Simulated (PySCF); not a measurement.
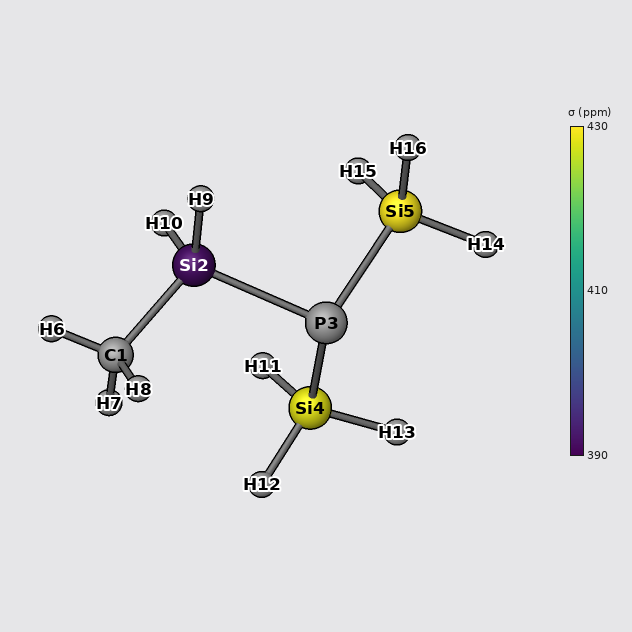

Atoms are coloured by their isotropic NMR shieldings (Si only, the others grey). Computed geometry: GFN2-xTB optimisation. No frequency run is at hand to confirm it as a minimum. Properties computed with GIAO PBE0/pcSseg-1 NMR shielding, non-relativistic, gas phase (PySCF 2.14.0).

Give the isotropic NMR shieldings of the Si atoms atom by atom.

```
atom  σ (ppm)
 Si2    391.6
 Si4    428.4
 Si5    429.5
```

The geometry is semi-empirical. Around P, Si such bond lengths and angles can be off by a tenth of an ångström or more and by several degrees, and values that hang on the shape move with them.
